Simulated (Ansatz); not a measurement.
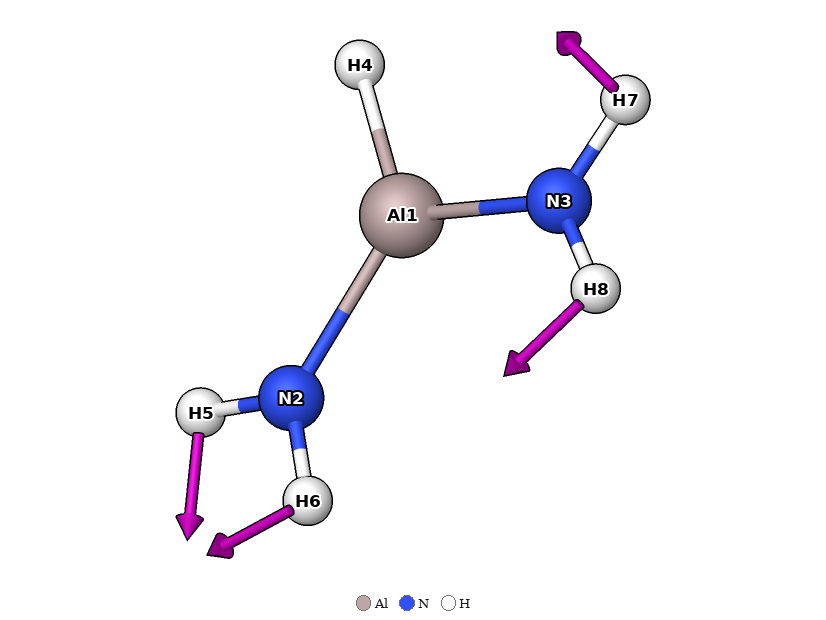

The arrows show one normal mode. Harmonic vibrations computed with RKS PBE0-D4/def2-TZVP (Ansatz 0.2.0) at a stationary point of the same level.

Question: What kind of motion is it?

Answer: Mostly angle bending.

Question: Estimate its harmonic wavenumber.

Answer: 1564 cm⁻¹; it is mode 12 of 18 counted from the lowest.
